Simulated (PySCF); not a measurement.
```yaml
atoms:
  - { symbol: N, position_ang: [3.4936, 0.4551, -0.0874] }
  - { symbol: C, position_ang: [2.3498, 0.3772, -0.0538] }
  - { symbol: C, position_ang: [0.9506, 0.2436, -0.0157] }
  - { symbol: C, position_ang: [0.2097, -0.8919, -0.0849] }
  - { symbol: C, position_ang: [-1.2381, -0.5157, -0.0016] }
  - { symbol: C, position_ang: [-1.1045, 0.9607, 0.1176] }
  - { symbol: O, position_ang: [0.1803, 1.3569, 0.1054] }
  - { symbol: H, position_ang: [0.5834, -1.8903, -0.1837] }
  - { symbol: H, position_ang: [-1.7501, -0.9762, 0.8603] }
  - { symbol: H, position_ang: [-1.8121, -0.8302, -0.8896] }
  - { symbol: H, position_ang: [-1.8573, 1.7136, 0.2076] }
```

Geometry: GFN2-xTB.

Method: UKS B3LYP, pcH-1 on C H N O, non-relativistic, mean-field spin-orbit, GIAO in PySCF 2.14.0, density-fitted response routines.

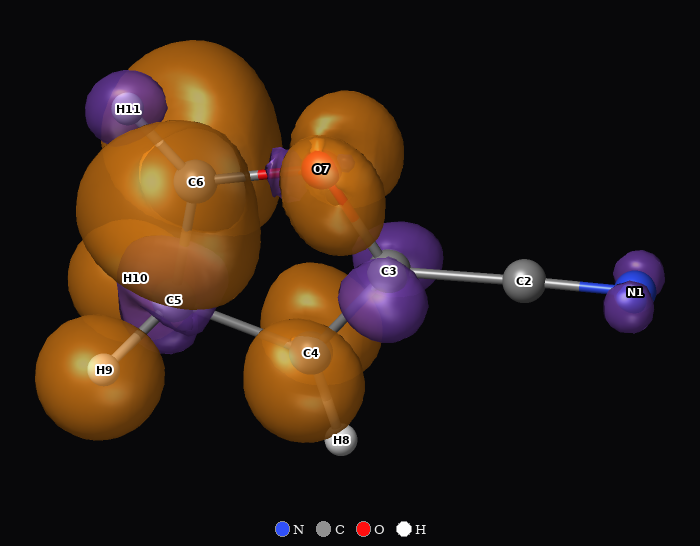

C5H4NO (SMILES N#CC1=CC[CH]O1) (doublet). Isosurfaces of the spin density (α minus β) at +0.015 (orange) and −0.015 e/Å³ (purple), seen at a tilt.

> Describe the spin distribution.

The unpaired spin (1 electron) lies mostly on C6 (about 0.6), O7 (about 0.1) and C4 (about 0.1), in electrons by Hirshfeld's partition.
